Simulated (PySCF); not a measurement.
# AsP: what the fields show

```xyz
2

As    0.0000    0.0000   -0.5847
P     0.0000    0.0000    1.4143
```

The calculation used PBE0/6-31G(d,p), non-relativistic, at a bond length of 1.999 Å in PySCF 2.14.0.

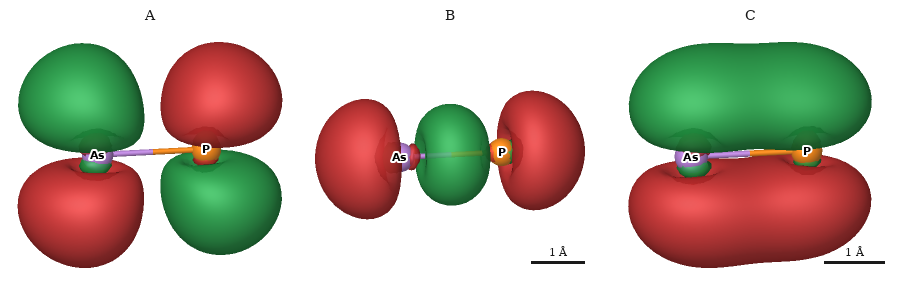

Figure 1. Three frontier orbitals, each drawn at the value that holds 80 % of its norm (green and red are the two phases), in no order; of a degenerate pair one member is drawn.

Q: Label each orbital by symmetry, say whether it is occupied, and order them by energy.

A: Orbital B: σ, occupied, −8.12 eV; shared between the atoms (As 50 %, P 50 %).
Orbital C: π, occupied, −7.78 eV; bonding, with no node between the atoms.
Orbital A: π, empty, −2.66 eV; antibonding, with a node between the atoms.

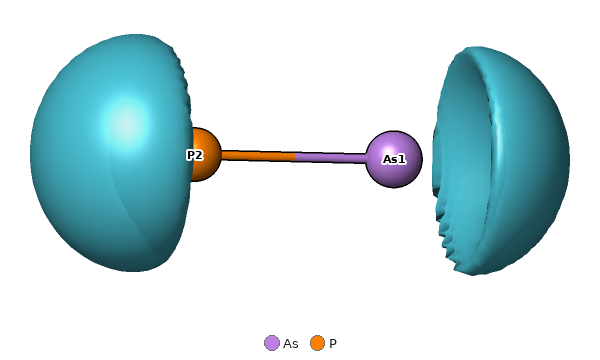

Figure 2. Isosurface of the ELF at 0.85 (cyan), seen from one side. Core shells and regions of very low density are left out.

Q: Identify the bonds, lone pairs and shells in this picture.

A: The ELF exceeds this value in one lobe on As, pointing away from the bonds (lone pairs) and one lobe on P, pointing away from the bonds (lone pairs).


As–P (2.00 Å): the ELF peaks at about 0.80 between the atoms: a covalent bond.

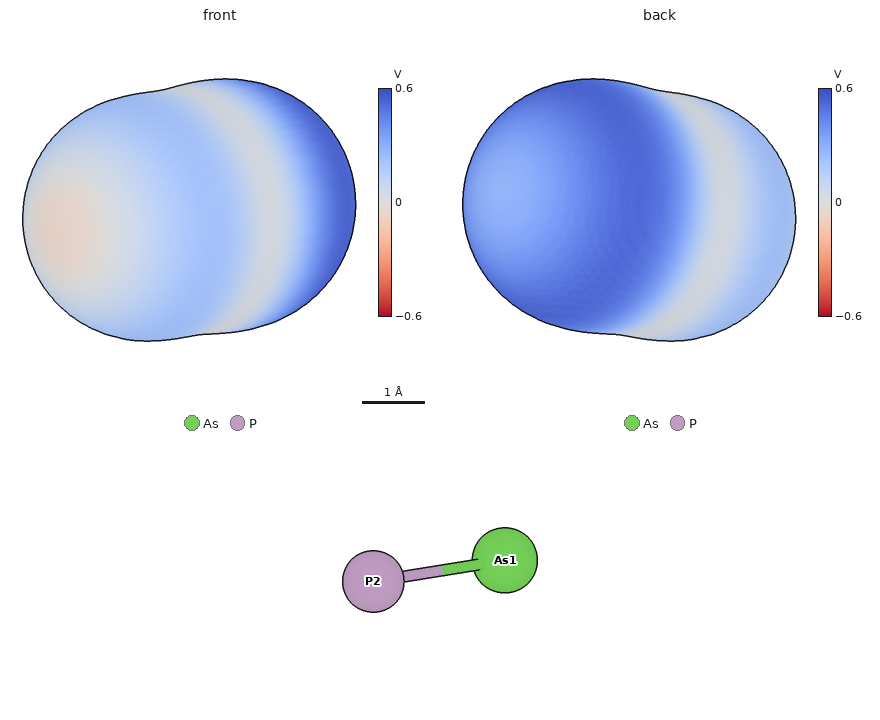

Figure 3. The electrostatic potential painted on the density surface at 0.002 e/bohr³, seen from the front and from behind; red is negative and blue positive. The bare structure is drawn below in the same view.

Q: Describe the electrostatic potential map.

A: The most negative region (about −0.1 V) lies over P2, the most positive (about +0.5 V) over As1.
